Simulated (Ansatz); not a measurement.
BCu$_{4}$ (doublet)

The calculation's input:

```
crystal:
  periodic: [false, false, false]
  atoms:
    - {symbol: B, position_ang: [-0.873420, -0.364539, -0.029958]}
    - {symbol: Cu, position_ang: [-1.021525, 1.565070, -0.240485]}
    - {symbol: Cu, position_ang: [0.846912, 0.195543, -1.138551]}
    - {symbol: Cu, position_ang: [0.667371, 0.436389, 1.189943]}
    - {symbol: Cu, position_ang: [0.380663, -1.832463, 0.219040]}
basis:
  gaussian: {orbitals: def2-TZVP, initial_orbitals: start.molden}
magnetization: {spin_polarized: true, initial_magnetization: 1}
hamiltonian: {xc: pbe0, dispersion: d4}
scf: {omitted_lower_state_checks: [starts]}
output: {orbitals: {seedname: orbitals}}
```

Run with:

```sh
ansatz run in.yaml --threads 4 --pin off --events-out ev --progress --plain --max-ram 4787MiB
```

Geometry: B3LYP-D4/def2-SVP.

All numbers below come from UKS PBE0-D4/def2-TZVP in Ansatz.

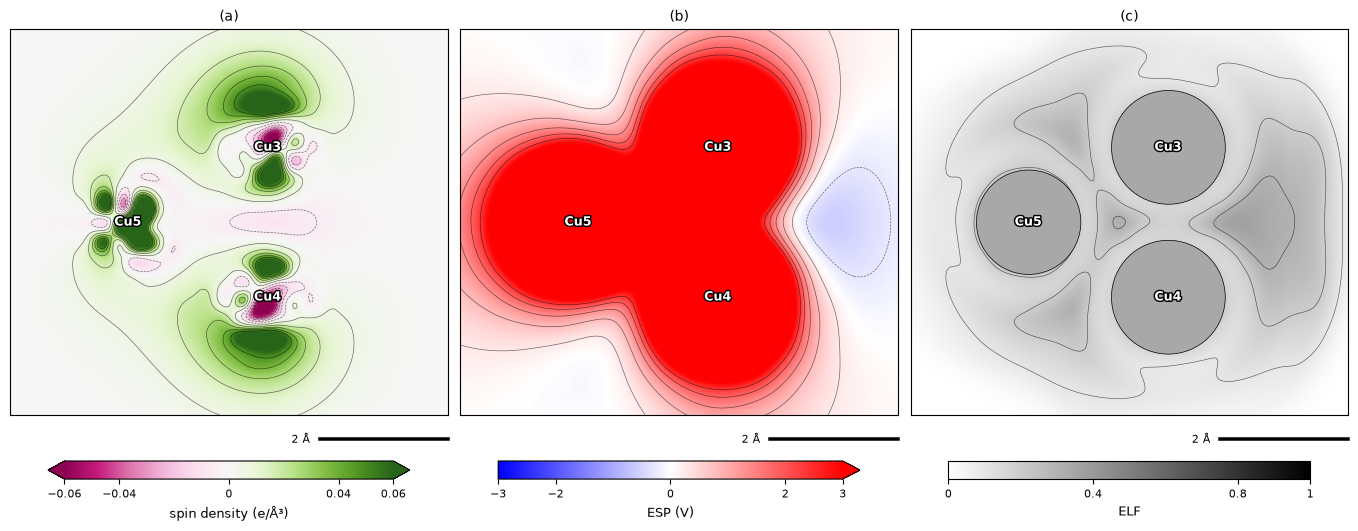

Figure 1. (a) spin density (α minus β); (b) molecular electrostatic potential; (c) ELF on the plane of atoms Cu3, Cu4 and Cu5. Grey discs cover the atomic cores in the ELF map.

Describe what can be read from this map.

Answer. The plane passes through Cu nuclei.
Cu–Cu (2.35 Å): the ELF is about 0.20 at the midpoint.
Cu–Cu (2.48 Å): the ELF is about 0.20 at the midpoint.
The unpaired spin (1 electron) lies mostly on B1 (about 0.3), Cu3 (about 0.2), Cu4 (about 0.2), Cu2 (about 0.1) and Cu5 (about 0.1), in electrons by Hirshfeld's partition.
Outside the dense part of the molecule the potential is most negative (−0.6 V) near B1, which lies off the plane.

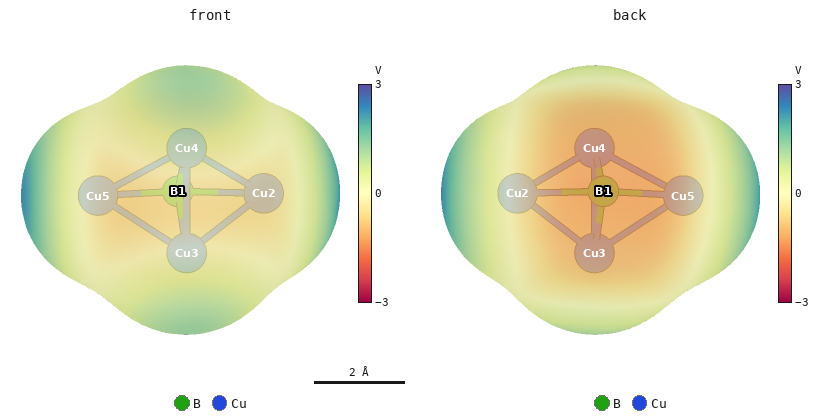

Figure 2. The molecular electrostatic potential painted on the density surface at 0.002 e/bohr³, seen from the front and from behind; red is negative and blue positive.

Where is the surface potential most negative and most positive?

Answer. The most negative region (about −1.3 V, or −30 kcal/mol for a unit charge) lies over B1, the most positive (about +2.2 V, or +51 kcal/mol for a unit charge) over Cu2 and Cu5.

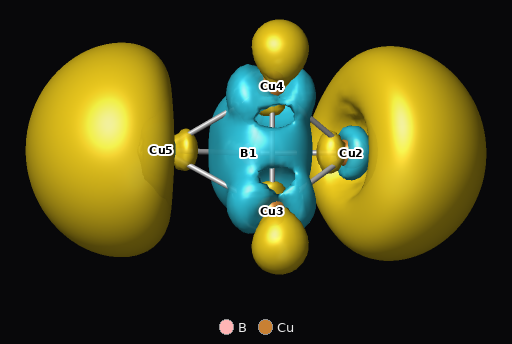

Figure 3. The LUMO (α) at ±0.06 Å⁻³ᐟ² (yellow and cyan are the two phases), seen at a tilt.

Describe this orbital and give its energy.

Answer. By Hirshfeld shares it lies mainly on Cu2 (about 35 %), Cu5 (about 35 %), B1 (about 10 %), Cu3 (about 10 %) and Cu4 (about 10 %). Its energy is −2.14 eV.

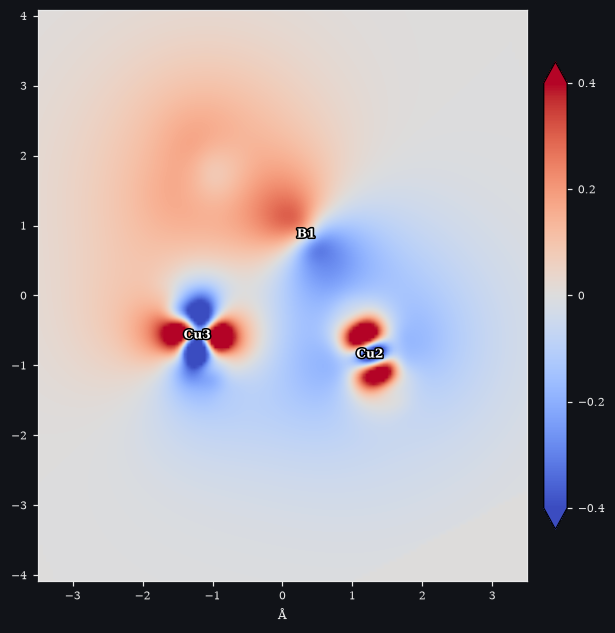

Figure 4. The HOMO−1 (β) on the plane of atoms B1, Cu2 and Cu3 (values in Å⁻³ᐟ²; the overall sign is arbitrary).

Where does this orbital lie, and at what energy?

Answer. It lies mainly on Cu2 (about 25 %), Cu5 (about 25 %), Cu3 (about 20 %), Cu4 (about 20 %) and B1 (about 15 %). Its energy is −5.84 eV.
